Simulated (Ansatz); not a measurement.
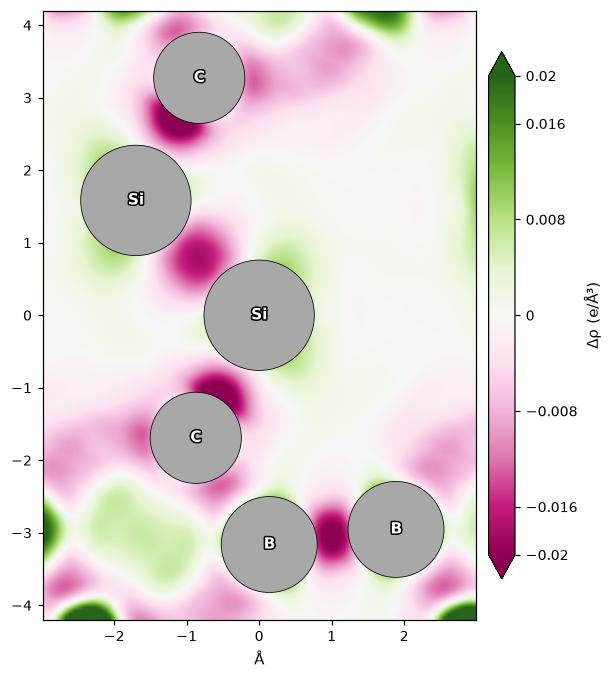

SiB5C. Difference of the valence pseudo-densities of two functionals at the same geometry, on the (11̄0) plane of the calculation cell: one of PBE and r2SCAN less the other.

Both computed with Ansatz (plane waves, PAW), on the same k-point mesh. Grey discs cover the atomic cores.

```
Si B C
1.0
     4.27713   -3.05490   -0.00053
     4.27713    3.05490   -0.00053
    -2.29613    0.00000    4.74457
Si B C
2 10 2
Cartesian
  2.0457 0.0000 2.7920
  4.2124 0.0000 1.9515
  -0.8162 0.9430 4.6691
  -0.8162 -0.9430 4.6691
  -1.4351 0.0000 3.2046
  1.9399 1.6592 3.8630
  1.9399 -1.6592 3.8630
  7.0743 0.9430 0.0744
  7.0743 -0.9430 0.0744
  7.6932 0.0000 1.5390
  4.3182 1.6592 0.8805
  4.3182 -1.6592 0.8805
  0.9052 0.0000 1.2690
  5.3529 0.0000 3.4745
```

Which was subtracted from which, and what does the map show?

Answer. It is PBE less r2SCAN. Against r2SCAN, PBE gives less density around C (−0.009 e/Å³ on average at 0.8 Å from the nucleus) and a change of −0.023 e/Å³ at the midpoint of B–B, −0.014 e/Å³ at the midpoint of Si–C and −0.018 e/Å³ at the midpoint of Si–Si.
